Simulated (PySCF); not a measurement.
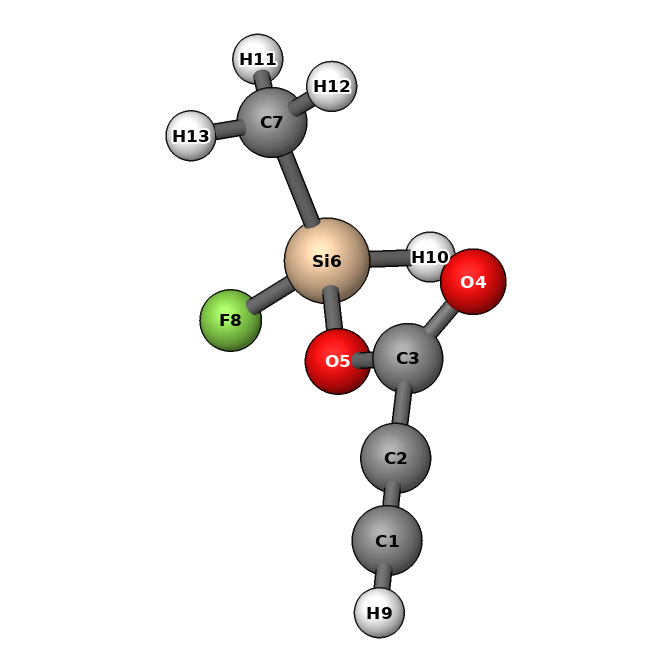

The computed structure is the end point of a GFN2-xTB optimisation. No frequency run is at hand to confirm it as a minimum. Level of theory: GIAO PBE0/pcSseg-1 NMR shielding, non-relativistic, gas phase (PySCF 2.14.0). Principal shieldings σ11 ≤ σ22 ≤ σ33, span Ω = σ33 − σ11, skew κ = 3(σiso − σ22)/Ω.

Which C atom has the most anisotropic shielding?

C2, with a span of 286 ppm.

Give the shielding tensors of the C atoms.

```
atom    σ11    σ22    σ33   σiso      Ω      κ
  C1   27.8   48.9  232.9  103.2  205.1   0.80
  C2    7.1   22.2  293.2  107.5  286.1   0.89
  C3  −70.6   78.0   84.4   30.6  154.9  −0.92
  C7  180.5  182.7  197.3  186.8   16.8   0.74
```

Shieldings and span in ppm.

The geometry is semi-empirical. Around Si such bond lengths and angles can be off by a tenth of an ångström or more and by several degrees, and values that hang on the shape move with them.
